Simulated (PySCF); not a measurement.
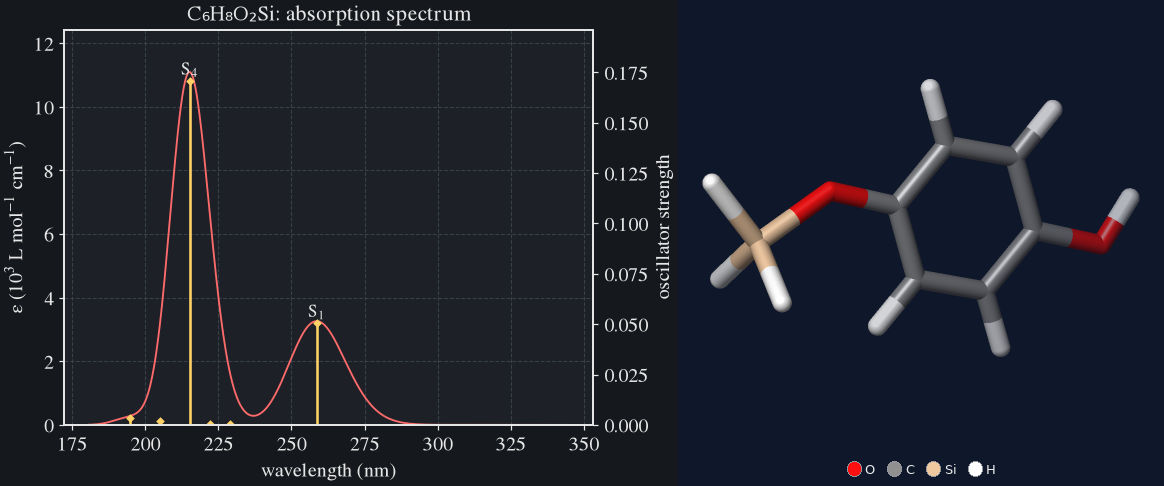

Computed absorption of C₆H₈O₂Si, SMILES Oc1ccc(O[SiH3])cc1. Vertical TDDFT excitations, PBE0/def2-SVPD, PySCF, at a GFN2-xTB geometry (no frequency check), gas phase. Only the first 6 singlet excitations are included; each is broadened by a Gaussian of 1/e half-width 0.25 eV. Sticks give oscillator strengths (right axis).

Which of the computed transitions is the brightest, and what character does the calculation give it?

Answer. S4 at 5.76 eV (215 nm), f = 0.171, mainly HOMO → LUMO+2 (84 %).

Does any vertical transition fall in the visible?

Answer. No singlet lies below 3.1 eV (beyond 400 nm), so at this level no vertical transition falls in the visible.

Where is the maximum of the broadened curve, and how high is it?

Answer. At about 5.8 eV (215 nm), with ε near 11000 L mol⁻¹ cm⁻¹.

Known limits of this run: states above the negative HOMO energy depend on the basis; the tight-binding geometry is rougher than a DFT one and adds to the error; one conformer of a flexible molecule; core orbitals are frozen in the response.
